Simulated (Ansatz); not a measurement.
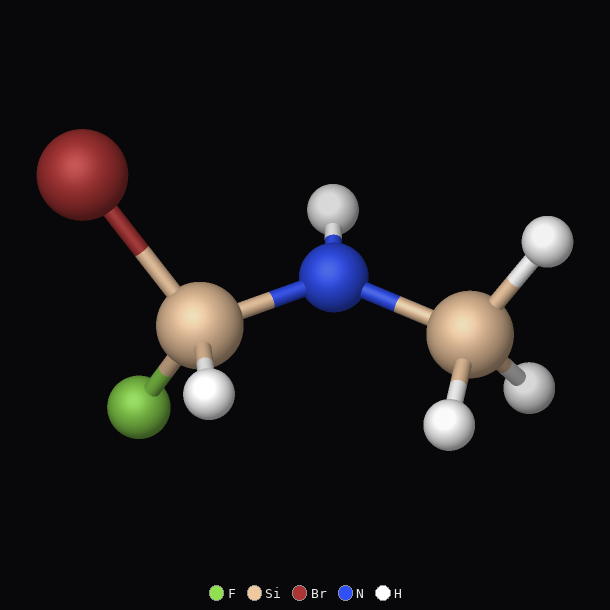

The computed structure is the end point of a PBE-D4/def2-SVP optimisation. No frequency run is at hand to confirm it as a minimum.

Draw it as a skeletal formula.

SMILES: F[Si@H](Br)N[SiH3]

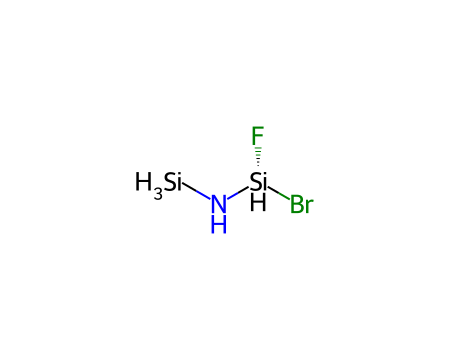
